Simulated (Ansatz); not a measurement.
As3B3H6

Input file:

```
crystal:
  periodic: [false, false, false]
  atoms:
    - {symbol: B, position_ang: [-0.682307, -1.181243, -0.773893]}
    - {symbol: H, position_ang: [-0.785165, -1.512146, -1.938964]}
    - {symbol: As, position_ang: [1.081776, -1.563469, 0.113326]}
    - {symbol: B, position_ang: [1.491023, 0.398790, 0.278474]}
    - {symbol: H, position_ang: [2.417748, 0.816409, -0.388062]}
    - {symbol: As, position_ang: [0.517923, 1.798173, 1.395509]}
    - {symbol: B, position_ang: [-0.912259, 0.410004, 1.268381]}
    - {symbol: H, position_ang: [-0.708322, -0.439522, 2.122662]}
    - {symbol: As, position_ang: [-2.319210, -0.264415, 0.021683]}
    - {symbol: H, position_ang: [1.926302, -1.902410, -1.121869]}
    - {symbol: H, position_ang: [0.295539, 2.671768, 0.145377]}
    - {symbol: H, position_ang: [-2.323058, 0.768061, -1.122616]}
basis:
  gaussian: {orbitals: def2-TZVP, initial_orbitals: start.molden}
hamiltonian: {xc: pbe0, dispersion: d4}
scf: {omitted_lower_state_checks: [starts]}
output: {orbitals: {seedname: orbitals}}
```

Launched as:

```sh
ansatz run in.yaml --threads 4 --pin off --events-out ev --progress --plain --max-ram 8704MiB
```

Geometry: PBE-D4/def2-SVP.

All numbers below come from Ansatz, RKS PBE0-D4/def2-TZVP.

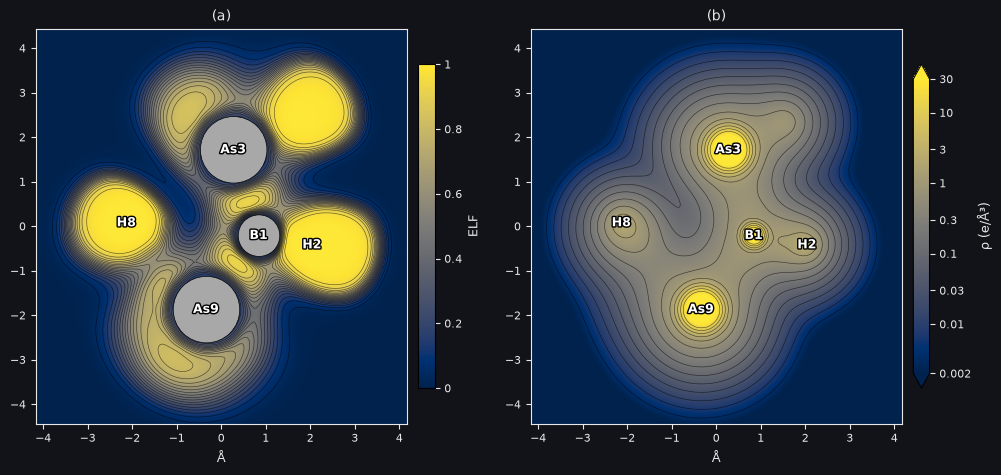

Figure 1. (a) electron localisation function; (b) total electron density on the plane of atoms H2, B1 and As3. Grey discs cover the atomic cores in the ELF map.

What do the fields say about this system?

- The plane passes through B, H and As nuclei.
- B–As (2.01 Å): the density is about 0.84 e/Å³ at the midpoint; the ELF peaks at about 0.95 between the atoms: a covalent bond.
- B–H (1.22 Å): the density is about 1.3 e/Å³ at the midpoint; the ELF climbs to about 1 towards the hydrogen, as it does in any bond to H (a covalent bond by its length).
- The ELF also peaks beside As9 and As3, away from the bonds: lone-pair regions.

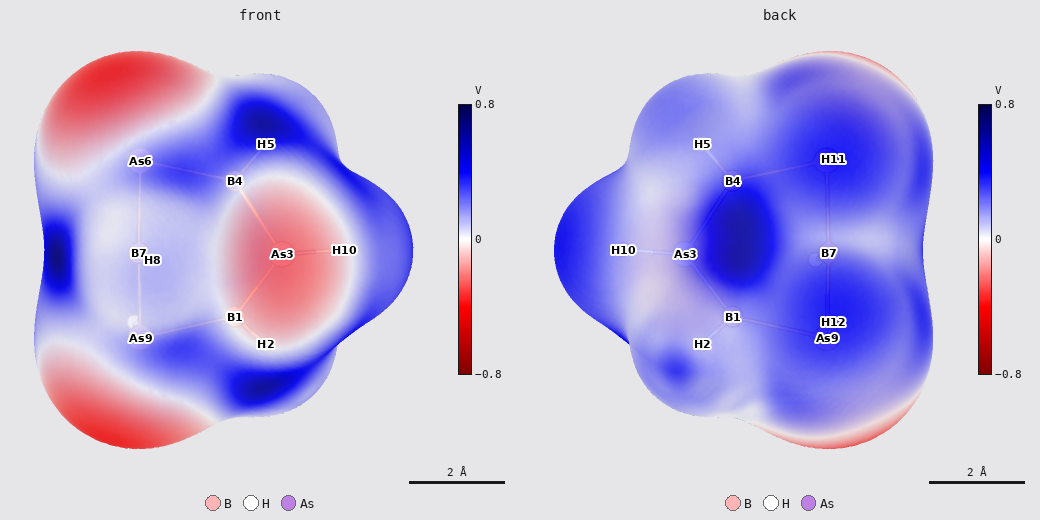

Figure 2. The molecular electrostatic potential painted on the density surface at 0.001 e/bohr³, seen from the front and from behind; the colour scale runs from red (negative) to blue (positive).

Describe the electrostatic potential map.

The most negative region (about −0.4 V) lies over As6 and As9, the most positive (about +0.6 V) over B1, B4 and B7.

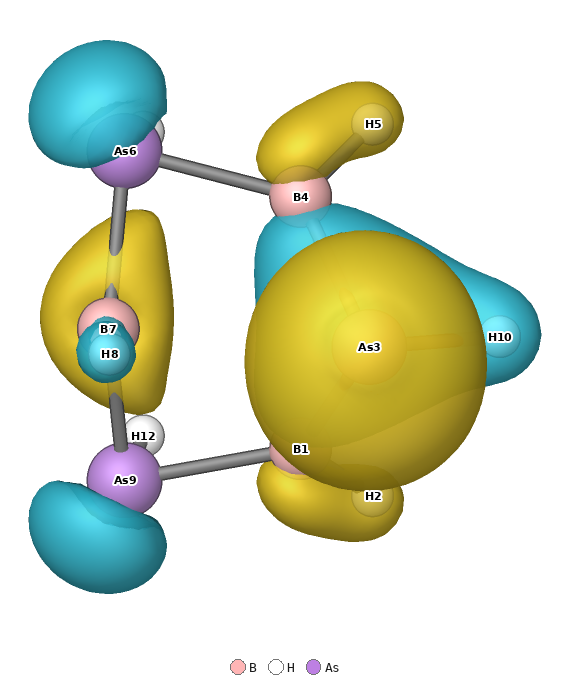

Figure 3. The HOMO−1 at ±0.1 Å⁻³ᐟ² (yellow and cyan are the two phases), seen at a tilt.

Where does this orbital lie, and at what energy?

By Hirshfeld shares it lies mainly on As3 (about 55 %), As6 (about 10 %), As9 (about 10 %), B4 (about 10 %) and B1 (about 10 %). Its energy is −7.39 eV.
